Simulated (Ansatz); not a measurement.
Bond stretch in BeH (cation, charge +1), singlet.

RKS-PBE = restricted PBE/cc-pVQZ in Ansatz (a first-principles code); RKS-BLYP = restricted BLYP/cc-pVQZ in Ansatz; RKS-B3LYP = Ansatz with restricted B3LYP/cc-pVQZ; UKS-PBE = unrestricted PBE/cc-pVQZ (Ansatz); UKS-BLYP = unrestricted BLYP/cc-pVQZ (Ansatz); RCCSD(T) = CCSD(T) on RHF/cc-pVQZ, frozen core in Ansatz; UKS-B3LYP = Ansatz with unrestricted B3LYP/cc-pVQZ; UCCSD(T) = CCSD(T) on UHF/cc-pVQZ, frozen core in Ansatz; FCI = full CI/cc-pVQZ, frozen core in Ansatz.

Cost and accuracy over the 22 points of the scan, with FCI as yardstick. Costs are rough ratios of core time within Ansatz on shared cores, each with its mean field (Kohn-Sham runs search longer for lower solutions than correlated ones do); the miss is the largest error against full CI of the curve after the mean shift, in kcal/mol.

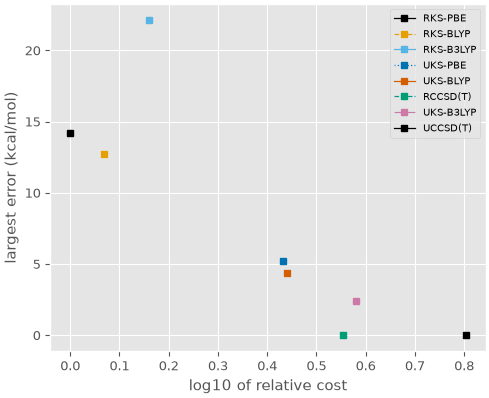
*Miss against cost, one point a level.*

```tsv
level	relative cost	largest error
RKS-PBE	1	14.2
RKS-BLYP	1	12.7
RKS-B3LYP	1	22.2
UKS-PBE	3	5.2
UKS-BLYP	3	4.3
RCCSD(T)	4	0.0
UKS-B3LYP	4	2.4
UCCSD(T)	6	0.1
```

Costs within a factor of two of each other count as equal.

The restricted form behind RKS-PBE, RKS-BLYP, RKS-B3LYP keeps the bonding electrons paired and can't separate into open-shell fragments. The unrestricted determinant behind UKS-PBE is spin-contaminated at 2.19 to 5.31 Å (<S²> up to 0.9, against 0.00 for a pure singlet). The unrestricted determinant behind UKS-BLYP is spin-contaminated at 2.00 to 5.31 Å (<S²> up to 0.8, against 0.00 for a pure singlet). With two correlated electrons CCSD is exact in the basis where it finds the lowest root (RCCSD(T), UCCSD(T)). The unrestricted determinant behind UKS-B3LYP is spin-contaminated at 2.00 to 5.31 Å (<S²> up to 0.9, against 0.00 for a pure singlet). The unrestricted determinant behind UCCSD(T) is spin-contaminated at 1.66 to 5.31 Å (<S²> up to 1.0, against 0.00 for a pure singlet).
